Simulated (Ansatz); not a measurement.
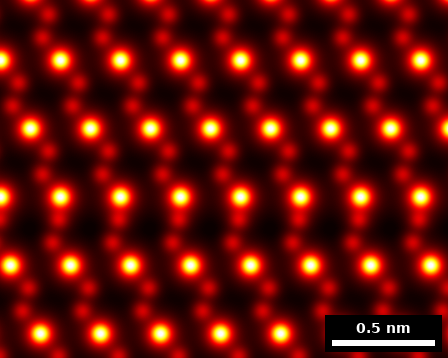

iDPC-like image of SmF2 (P-3m1, No. 164) along [101]. Simulated as the projected potential of neutral atoms (B = 0.5 Å²) blurred by a 0.50 Å probe, the thin-sample limit of integrated differential phase contrast. The display is stretched by a gamma of 0.8; percentages refer to the linear signal.

One planar defect was built into the perfect crystal by geometry alone, without relaxation. Host structure: the input geometry of a calculation; the starting structure was generated, so it need not be a known form of this composition.

Where does the periodic pattern break, and how?

A planar fault (a stacking fault or antiphase boundary) runs horizontally about 10 Å below the top edge. The part above it is shifted along the boundary by 1/3 of the 2.95 Å repeat of the rows (1.0 Å to the right, the same as 2.0 Å to the left); both parts keep the same orientation.
